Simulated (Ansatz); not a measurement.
System: BrGaH₂···HF.

The calculation's input:

```
crystal:
  periodic: [false, false, false]
  atoms:
    - { symbol: Ga, position_ang: [-0.3955, -0.5437, -0.5338] }
    - { symbol: F, position_ang: [0.883, 1.155, -0.4521] }
    - { symbol: H, position_ang: [0.4847, -1.7337, -0.9573] }
    - { symbol: H, position_ang: [-1.7811, -0.0598, -1.0001] }
    - { symbol: H, position_ang: [0.8274, 1.1212, 0.7444] }
    - { symbol: Br, position_ang: [-0.0184, 0.061, 2.199] }
basis:
  gaussian: { orbitals: def2-SVP }
hamiltonian:
  xc: blyp
  dispersion: d4
relax:
  f_tol: 0.15
  max_steps: 25
  restrain:
    - { distance: [0, 5], at: 2.42, k: 30.0 }
    - { distance: [4, 1], at: 0.88, k: 30.0 }
    - { distance: [0, 1], at: 3.09, k: 30.0 }
    - { distance: [4, 5], at: 2.81, k: 30.0 }
output:
  orbitals: {}
```

Launched as:

```sh
ansatz run input.yaml --threads 2 --pin off --max-ram 3072MiB --backend cpu --events-out ev --progress --plain --runs-dir out
```

The fields are those of the run's last geometry, not of the input's.

Not at a stationary point (largest force 1.2 eV/Å).

Theory: Ansatz, RKS BLYP-D4/def2-SVP.

Predict the electron density and electron localisation function between the atoms.

Answer. Ga–Br (2.41 Å): the density is about 0.51 e/Å³ at the midpoint, with its minimum of 0.46 e/Å³ about 1.1 Å from Ga; the ELF peaks at about 0.75 in the valence shell of Br, 1.0 Å from its nucleus, and is about 0.60 at the midpoint.
Ga–H (1.57 Å): ρ is about 0.97 e/Å³ halfway; the ELF climbs to about 1 towards the hydrogen.

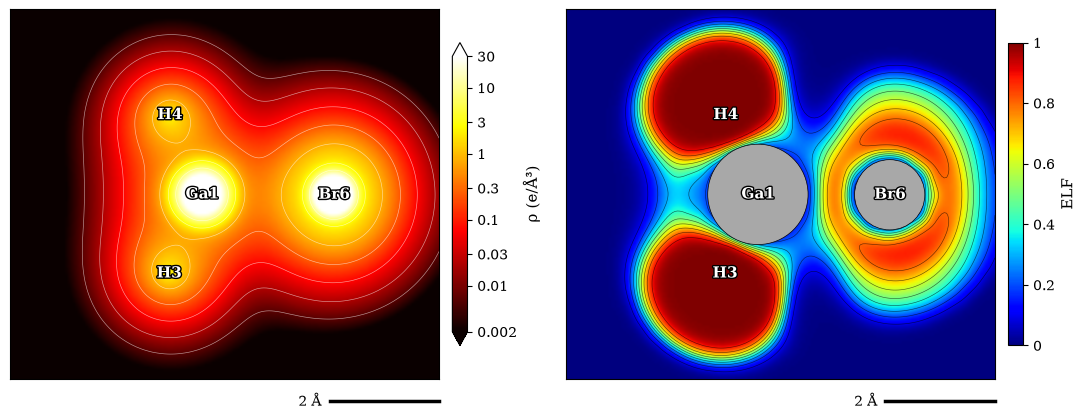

Computed electron density and electron localisation function on the plane of atoms H3, Ga1 and Br6, in this order. Grey discs cover the atomic cores in the ELF map. 
